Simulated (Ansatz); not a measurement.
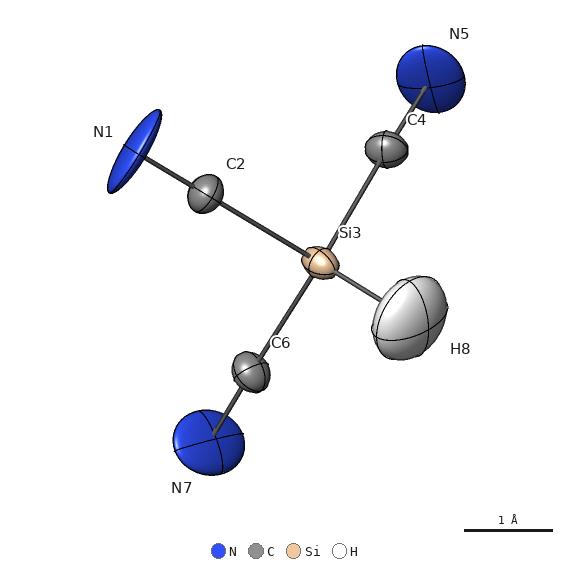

Displacement ellipsoids at the 50 % level, enlarged 1.5 times, from the internal vibrations of the free molecule (harmonic, no overall translation or rotation; no half-axis is drawn under 0.075 Å). Vibrations computed with RKS PBE0-D4/def2-TZVP (Ansatz 0.2.0). Temperature: 600 K.

Which atom has the largest mean-square displacement?

H8, with U_eq = 0.0391 Å².

Does H8 move more along its bond or across it?

Across it: the root-mean-square amplitude is 0.133 Å along the bond and up to 0.223 Å across, since bending and torsion are softer than stretching.

Give the displacement parameters, one line for each set of equivalent atoms.

```json
{"atom": "N1, N5, N7", "U_eq (Å²)": "0.0288", "rms amplitudes (Å)": "0.057, 0.165, 0.237"}
{"atom": "C2, C4, C6", "U_eq (Å²)": "0.0095", "rms amplitudes (Å)": "0.085, 0.100, 0.107"}
{"atom": "Si3", "U_eq (Å²)": "0.0077", "rms amplitudes (Å)": "0.078, 0.078, 0.104"}
{"atom": "H8", "U_eq (Å²)": "0.0391", "rms amplitudes (Å)": "0.133, 0.223, 0.223"}
```
